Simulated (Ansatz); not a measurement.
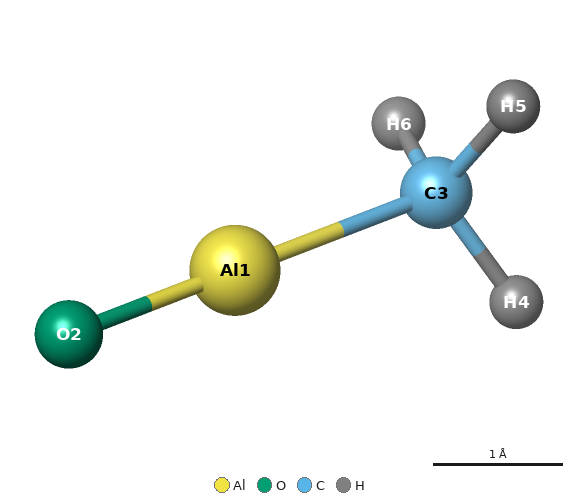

The atoms are numbered. The computed structure is the end point of a PBE0-D4/def2-TZVP optimisation.

Describe the coordination of atom 1.

Answer. Al1 has 2 neighbours (O2 at 1.60, C3 at 1.93 Å); the arrangement is linear.

How are the neighbours of atom 3 arranged?

Answer. C3 has 4 neighbours (Al1 at 1.93, H4 at 1.09, H5 at 1.09, H6 at 1.09 Å); the arrangement is tetrahedral.
